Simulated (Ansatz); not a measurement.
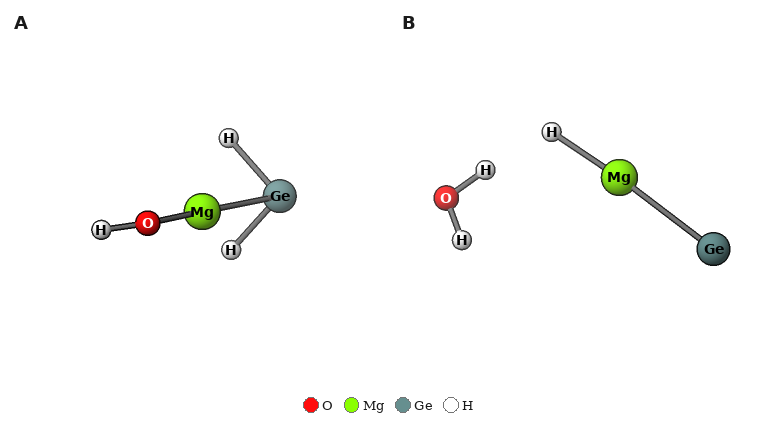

2 stationary structures of one formula. Charge −1, singlet. Geometries: PBE-D4/def2-SVPD. Electronic energies: PBE-D4/def2-SVPD (Ansatz 0.2.0), without zero-point energy. No frequency run is at hand to confirm each as a minimum.

### Rank them by energy, lowest first.

A is lowest; B lies 274.8 kJ/mol above it (Cs).
